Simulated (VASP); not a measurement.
Band structure of ZrS2 (1T layered). All values below come from PBEsol GGA, VASP's PBE PAW potentials (set 64) (plane waves; VASP).

Without a dispersion term in the relaxation, distances and binding between the weakly bound layers, chains or molecules are unreliable, and so is what depends on them.

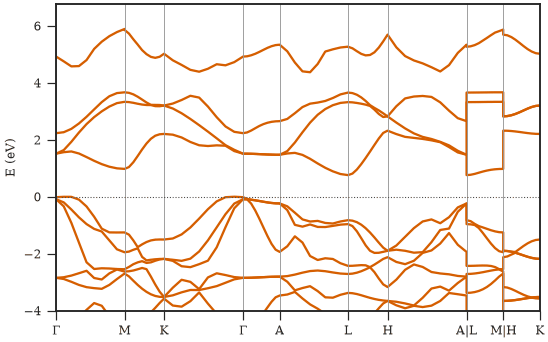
Figure. Bands along high-symmetry lines, zero at the valence-band maximum or, without a gap, the Fermi level

Q: Read the plot: is there a gap, and where are the band edges?

A: The gap is indirect, 0.76 eV, from the valence maximum at K-Γ at 0.89 to the conduction minimum at L. (Edges off the drawn lines would not show.)

Measured: gap 1.70 eV (computed value off by -0.94 eV), as given by Miłosz Rybak et al., Nanomaterials (2022), arXiv:2210.12074.

The compound is ZrS2 in the 1T layered structure. It was relaxed first.
